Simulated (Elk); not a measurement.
Band structure of Ta (Im-3m, 1 atom in the cell).

```xyz
1
Lattice="-1.6779 1.6779 1.6779 1.6779 -1.6779 1.6779 1.6779 1.6779 -1.6779" Properties=species:S:1:pos:R:3 pbc="T T T"
Ta     0.0000     0.0000     0.0000
```

Method of the run: Elk with PBE, all-electron FP-LAPW, Elk's shipped species files, APW+lo basis with extra local orbitals.

Settings: xctype = 20; rgkmax = 7.5; swidth = 0.00499791 Ha; ngridk = 18 18 18; gmaxvr = 16 1/bohr; nxlo = 2; lorbcnd = true; rmtscf = 0.92; lmaxi = 3; maxscl = 100.

The starting cell comes from a database of computed structures (which also holds hypothetical and non-ambient phases and stackings), without a prior relaxation at this level. Its lattice was rescaled by a random factor within 2.5 % of one. Spin-orbit coupling is off. Spin polarisation is off. Values depend on the basis (sphere radii, cutoffs, local orbitals), which need not be converged.

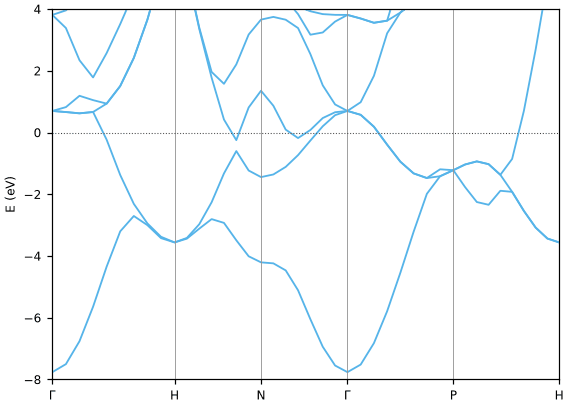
*Bands along the path, energies from the Fermi level.*

Levels in eV from the Fermi level, bands 10 to 17:
| point | 10 | 11 | 12 | 13 | 14 | 15 | 16 | 17 |
|---|---|---|---|---|---|---|---|---|
| Γ | -19.00 | -18.95 | -7.76 | 0.70 | 0.70 | 0.70 | 3.81 | 3.81 |
| H | -18.98 | -18.98 | -3.56 | -3.56 | 6.47 | 6.47 | 6.47 | 8.16 |
| N | -18.99 | -18.98 | -4.21 | -1.44 | 1.35 | 3.66 | 4.64 | 7.33 |
| P | -18.99 | -18.99 | -1.22 | -1.22 | -1.22 | 4.84 | 4.84 | 6.55 |

Bands cross the Fermi level along this path, so the cell is metallic at this level.
